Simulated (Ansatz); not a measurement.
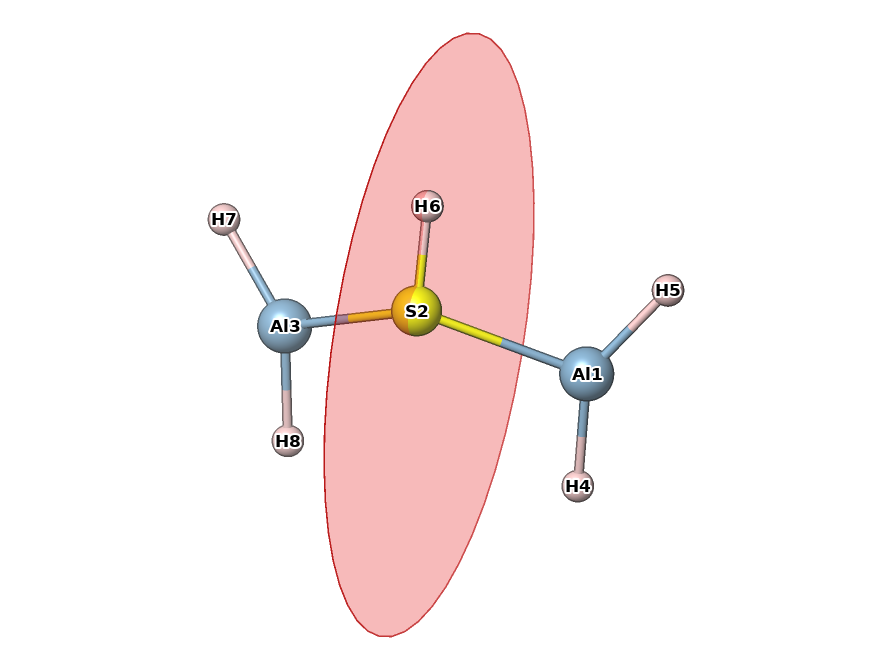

A disc through the centre of mass is drawn in. Distant atoms are faded towards the background colour. State: charge +1, singlet. Computed geometry: PBE-D4/def2-SVP optimisation. No frequency run is at hand to confirm it as a minimum.

Is the plane of the disc a mirror plane of the structure?

Answer. Yes. The reflection leaves S2, H6 in place and moves Al1 ↔ Al3; H4 ↔ H8; H5 ↔ H7. The point group is Cs.
